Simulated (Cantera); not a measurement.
Input: 1 mol SrCl₂, 0.78 mol HCl, a varied amount of H₂, held at 1600 K and 0.0133 bar.

Equilibrium computed with Cantera from the NASA thermochemical tables; the gas is ideal and each condensed phase is pure. Candidate condensed phases: Sr, SrCl₂; 8 gas species. The numbers say what is thermodynamically allowed, not how fast it happens.

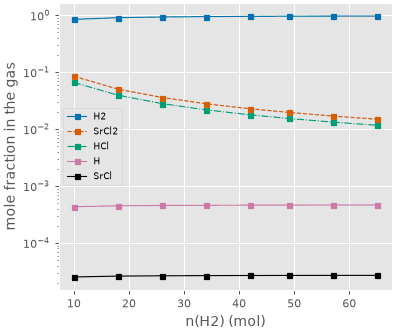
Figure: Equilibrium gas composition (values under 1e-9 drawn at 1e-9)

### Question
Read off the mole fractions at 65 mol H₂.

### Answer
H₂ about 0.97, SrCl₂ about 0.015, HCl about 0.012, H about 0.00046, SrCl about 2.7e-5.
